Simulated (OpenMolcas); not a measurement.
## Single-point calculation of BCl2F (charge +1) (part 2 of 2)

The same run, continued: BCl2F, charge +1, multiplicity 2; revPBE/6-311+G**, UKS (OpenMolcas 26.06). The geometry is that of the parent species in another charge or spin state. The geometry comes from this level: PBE0-D4/def2-TZVP.

Geometry of the input (Å):
```
F  0.1144  -1.1653  -0.7812
B  0.0079  -0.0806  -0.0540
Cl -1.5495  0.3738  0.5714
Cl 1.4273  0.8721  0.2638
```

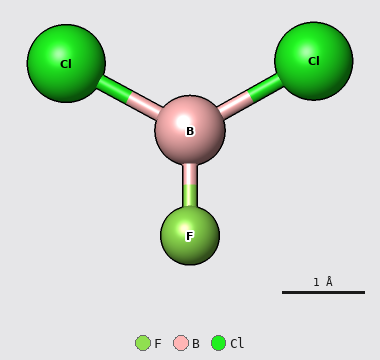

Figure 1. The structure as given in the input (ball-and-stick view, seen at a tilt).

Output, continued:
```
   9   -44.660341565  -861.944322371   635.614907968  -1.01E-02*   1.32E-01*   1.02E-02*    2.51E-01   2.94E+02   c2DIIS       2.
  10   -44.658434237  -861.896770460   635.569263385   1.91E-03*   1.57E-02*   6.39E-03*    2.46E-01   2.94E+02   c2DIIS       2.
  11   -44.661024488  -861.914556080   635.584458754  -2.59E-03*   1.13E-01*   1.77E-03*    3.44E-02   2.94E+02   QNRc2DIIS    2.
  12   -44.660103126  -861.912475821   635.583299858   9.21E-04*   1.04E-01*   1.52E-02*    1.22E-01   2.94E+02   QNRc2DIIS    2.
  13   -44.661023910  -861.916047366   635.585950618  -9.21E-04*   1.15E-02*   1.30E-03*    1.11E-01   2.94E+02   QNRc2DIIS    2.
  14   -44.661043568  -861.920552762   635.590436356  -1.97E-05*   1.23E-03*   1.81E-04*    1.25E-02   2.94E+02   QNRc2DIIS    2.
  15   -44.661043905  -861.915978246   635.585861503  -3.37E-07*   4.76E-04*   6.02E-05*    2.84E-03   2.94E+02   QNRc2DIIS    2.
  16   -44.661043937  -861.916326728   635.586209953  -3.16E-08*   1.74E-04*   2.59E-05*    1.26E-03   2.94E+02   QNRc2DIIS    1.
  17   -44.661043945  -861.916843001   635.586726218  -8.78E-09*   3.67E-05*   4.05E-06*    4.80E-04   2.94E+02   QNRc2DIIS    2.
  18   -44.661043946  -861.916777323   635.586660539  -1.70E-10*   1.65E-05*   1.35E-06*    1.39E-04   2.94E+02   QNRc2DIIS    2.
  19   -44.661043946  -861.916714058   635.586597275  -4.14E-11    4.34E-06    4.37E-07*    5.30E-05   2.94E+02   QNRc2DIIS    2.
  20   -44.661043946  -861.916767072   635.586650289  -2.96E-12    1.25E-06    1.47E-07*    1.26E-05   2.94E+02   QNRc2DIIS    2.
  21   -44.661043946  -861.916750171   635.586633388  -9.09E-13    1.76E-07    2.69E-08     2.42E-06   2.94E+02   QNRc2DIIS    2.

       Convergence after  21 Iterations
--

 *****************************************************************************************************************************
 *                                             SCF/KS-DFT Program, Final results                                             *
 *                                                       Final Results                                                       *
 *****************************************************************************************************************************

::    Total KS-DFT energy                           -1044.6610439457
      One-electron energy                           -1861.9167501714
      Two-electron energy                             635.5866333880
      Nuclear repulsion energy                        181.6690728377
      Kinetic energy (interpolated)                  1042.5058941334
      Virial theorem                                    1.0020672783
      Total spin, S(S+1)                                0.7518319186
      Total spin, S                                     0.5009155402
      Max non-diagonal density matrix element           0.0000000800
      Max non-diagonal Fock matrix element              0.0000000068

      All orbitals with orbital energies smaller than  E(LUMO)+0.5 are printed

++    Molecular orbitals:
      -------------------

      Title: UKS-DFT orbitals (alpha)

      Molecular orbitals for symmetry species 1: a

          Orbital            1         2         3         4         5         6         7         8         9        10
          Energy         -101.0295 -101.0295  -24.5468   -9.5093   -9.5093   -7.3287   -7.3287   -7.3246   -7.3246   -7.3177
          Occ. No.          1.0000    1.0000    1.0000    1.0000    1.0000    1.0000    1.0000    1.0000    1.0000    1.0000

          Orbital           11        12        13        14        15        16        17        18        19        20
          Energy           -7.3177   -6.9141   -1.3900   -1.0896   -1.0627   -0.7641   -0.7125   -0.7067   -0.6720   -0.6132
          Occ. No.          1.0000    1.0000    1.0000    1.0000    1.0000    1.0000    1.0000    1.0000    1.0000    1.0000

          Orbital           21        22        23        24        25        26        27        28        29        30
          Energy           -0.6107   -0.5953   -0.5834   -0.5754   -0.3117   -0.2351   -0.1816   -0.1491   -0.1349   -0.1248
          Occ. No.          1.0000    1.0000    1.0000    1.0000    0.0000    0.0000    0.0000    0.0000    0.0000    0.0000

          Orbital           31        32        33        34        35        36        37        38        39        40
          Energy           -0.1181   -0.1047   -0.0772   -0.0683   -0.0564   -0.0471   -0.0448   -0.0378   -0.0269    0.0079
          Occ. No.          0.0000    0.0000    0.0000    0.0000    0.0000    0.0000    0.0000    0.0000    0.0000    0.0000

          Orbital           41        42        43        44        45        46        47
          Energy            0.0848    0.1022    0.1111    0.1342    0.1439    0.1617    0.1706
          Occ. No.          0.0000    0.0000    0.0000    0.0000    0.0000    0.0000    0.0000

--

      All orbitals with orbital energies smaller than  E(LUMO)+0.5 are printed

++    Molecular orbitals:
      -------------------

      Title: UKS-DFT orbitals (beta)

      Molecular orbitals for symmetry species 1: a

          Orbital            1         2         3         4         5         6         7         8         9        10
          Energy         -101.0266 -101.0266  -24.5452   -9.5067   -9.5067   -7.3234   -7.3234   -7.3199   -7.3199   -7.3159
          Occ. No.          1.0000    1.0000    1.0000    1.0000    1.0000    1.0000    1.0000    1.0000    1.0000    1.0000

          Orbital           11        12        13        14        15        16        17        18        19        20
          Energy           -7.3159   -6.9145   -1.3868   -1.0736   -1.0448   -0.7603   -0.7048   -0.6995   -0.6703   -0.6037
          Occ. No.          1.0000    1.0000    1.0000    1.0000    1.0000    1.0000    1.0000    1.0000    1.0000    1.0000

          Orbital           21        22        23        24        25        26        27        28        29        30
          Energy           -0.5890   -0.5796   -0.5670   -0.5472   -0.3119   -0.2293   -0.1785   -0.1441   -0.1305   -0.1214
          Occ. No.          1.0000    1.0000    1.0000    0.0000    0.0000    0.0000    0.0000    0.0000    0.0000    0.0000

          Orbital           31        32        33        34        35
          Energy           -0.1176   -0.1002   -0.0755   -0.0671   -0.0532
          Occ. No.          0.0000    0.0000    0.0000    0.0000    0.0000

--

++    Molecular charges:
      ------------------

      Mulliken charges per centre and basis function type
      ---------------------------------------------------

                            F1                      B2                      CL3                     CL4
                     alpha        beta       alpha        beta       alpha        beta       alpha        beta
      1s           1.8525      1.8430      1.4890      1.5090      2.9919      2.9818      2.9919      2.9818
      2px          0.9314      0.8764      0.2796      0.2883      1.7091      1.5899      1.7464      1.5564
      2pz          0.8335      0.8315      0.2945      0.3097      1.8886      1.8075      1.9149      1.7839
      2py          0.7746      0.7711      0.3550      0.3748      1.9201      1.6303      1.8564      1.6875
      3d2+         0.0006      0.0006      0.0358      0.0392      0.0035      0.0035      0.0025      0.0025
      3d1+         0.0002      0.0002      0.0272      0.0278      0.0033      0.0033      0.0019      0.0019
      3d0          0.0004      0.0004      0.0213      0.0221      0.0014      0.0014      0.0016      0.0016
      3d1-         0.0010      0.0010      0.0202      0.0214      0.0006      0.0005      0.0009      0.0008
      3d2-         0.0004      0.0004      0.0406      0.0413      0.0026      0.0026      0.0046      0.0045
      Total        4.3947      4.3246      2.5631      2.6336      8.5211      8.0209      8.5211      8.0209
      Total              8.7193                  5.1968                 16.5420                 16.5420

      Charge            0.2807                 -0.1968                  0.4580                  0.4580

      Total electronic charge=   47.000000

      Total            charge=    1.000000
--

++    Molecular orbitals:
      -------------------

      Title: Natural orbitals

      Molecular orbitals for symmetry species 1: a

          Orbital            1         2         3         4         5         6         7         8         9        10
          Energy         -101.0279 -101.0278  -24.5348   -9.5044   -9.5042   -7.3227   -7.3242   -7.3160   -7.3148   -7.3157
          Occ. No.          2.0000    2.0000    2.0000    2.0000    2.0000    2.0000    2.0000    2.0000    2.0000    2.0000

          Orbital           11        12        13        14        15        16        17        18        19        20
          Energy           -6.9198   -7.3188   -0.6515   -0.9757   -1.1689   -0.5718   -0.6141   -0.7188   -0.7550   -0.6130
          Occ. No.          2.0000    2.0000    2.0000    2.0000    2.0000    2.0000    2.0000    2.0000    2.0000    1.9999

          Orbital           21        22        23        24        25        26        27        28        29        30
          Energy           -1.0408   -1.0348   -0.6218   -0.5657   -0.0396    0.3165    0.3290   -0.2784    0.0907    0.1438
          Occ. No.          1.9998    1.9998    1.9996    1.0000    0.0004    0.0002    0.0002    0.0001    0.0000    0.0000

          Orbital           31        32        33        34        35        36        37        38        39        40
          Energy            0.3573    0.2052    0.6748    1.5543    0.2334    0.8958    5.5234    5.8642    1.1003    3.8950
          Occ. No.          0.0000    0.0000    0.0000    0.0000    0.0000    0.0000    0.0000    0.0000    0.0000    0.0000

          Orbital           41        42        43        44        45        46        47        48        49        50
          Energy            4.8089    5.2152   16.0274    9.5901    4.9822   93.8704   94.8301    1.3972    3.3934    0.6125
          Occ. No.          0.0000    0.0000    0.0000    0.0000    0.0000    0.0000    0.0000    0.0000    0.0000    0.0000

          Orbital           51        52        53        54        55        56        57        58        59        60
          Energy            2.9559    2.9859    5.7322    2.5828    1.1185    0.4247    2.9074    0.3531    1.2237    0.8219
          Occ. No.          0.0000    0.0000    0.0000    0.0000    0.0000    0.0000    0.0000    0.0000    0.0000    0.0000

          Orbital           61        62        63        64        65        66        67        68        69        70
          Energy            0.1080    0.7376    4.9169    1.0224    1.4628    0.9364    0.4661    0.6962    3.4724    0.0518
          Occ. No.          0.0000    0.0000    0.0000    0.0000    0.0000    0.0000    0.0000    0.0000    0.0000    0.0000

          Orbital           71        72        73        74        75        76        77        78        79        80
          Energy            0.8644    5.8938    0.5323    0.4641   21.7153    1.3272    0.5428    1.7704    3.5333    0.2513
          Occ. No.          0.0000    0.0000    0.0000    0.0000    0.0000    0.0000    0.0000    0.0000    0.0000    0.0000

          Orbital           81        82        83        84        85        86        87        88        89
          Energy            1.8847    6.5073    1.4237    5.8929    1.4416    0.4452    0.7816   24.9181    3.6017
          Occ. No.          0.0000    0.0000    0.0000    0.0000    0.0000    0.0000    0.0000    0.0000    0.0000

--

++    Molecular properties:
      ---------------------

      Charge (e):
                      =    1.0000
      Dipole Moment (debye):
      Origin of the operator (angstrom)=   -0.0202    0.2055    0.1378
                   X= -1.1788E-01               Y=  1.2011E+00               Z=  8.0517E-01           Total=  1.4508E+00
      Center of Charge (angstrom)
                     X=   -0.04471383               Y=    0.45559151               Z=    0.30541413
      Quadrupole Moment (debye*angstrom):
      Origin of the operator (angstrom)=   -0.0202    0.2055    0.1378
                  XX= -2.0994E+01              XY=  1.6799E+00              XZ= -1.1396E+00              YY= -3.0406E+01
                  YZ=  3.6278E-01              ZZ= -3.1036E+01
      In traceless form (debye*angstrom)
                  XX=  9.7265E+00              XY=  2.5199E+00              XZ= -1.7094E+00              YY= -4.3910E+00
                  YZ=  5.4417E-01              ZZ= -5.3355E+00
--

--- Stop Module: scf /rc=_RC_ALL_IS_WELL_ ---
--- Module scf spent 36 seconds ---

.##################.
.# Happy landing! #.
.##################.

    Timing: Wall=39.91 User=35.54 System=4.28
```

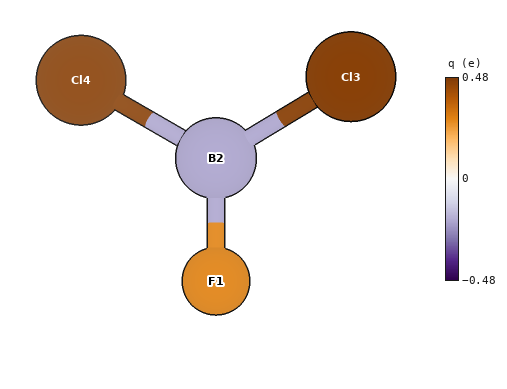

Figure 2. Mulliken charges, as the colour of each atom (ball-and-stick view, seen at a tilt; atoms are numbered from 1 in the order of the input). By element: F +0.28, B −0.20 and Cl +0.46 e.
